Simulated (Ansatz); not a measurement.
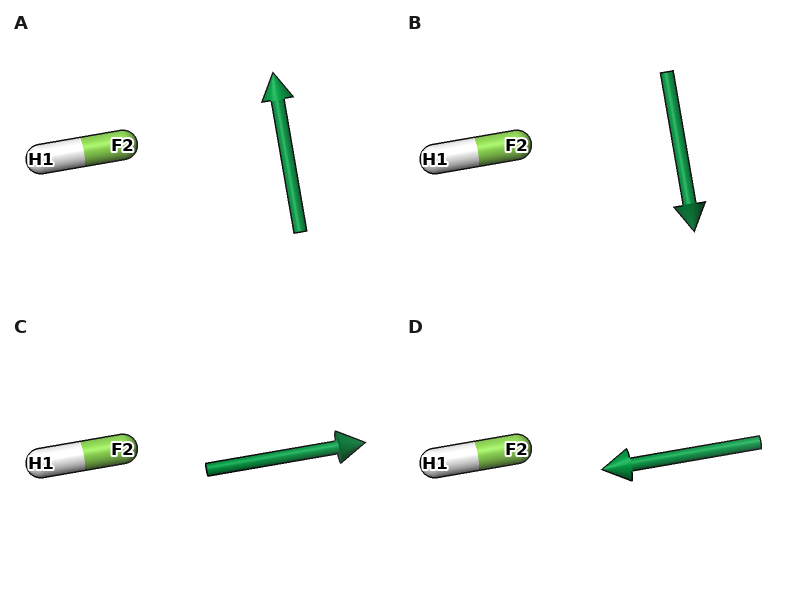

The same molecule four times, each with an arrow. The computed structure is the end point of a PBE0-D4/def2-TZVP optimisation. Level of theory: RKS PBE0-D4/def2-TZVP (Ansatz 0.2.0).

Which arrow points along the dipole moment, from the negative to the positive end?

D. The dipole moment is 1.93 D; it points from the side of F2 to the side of H1 (the outermost atoms at the two ends).
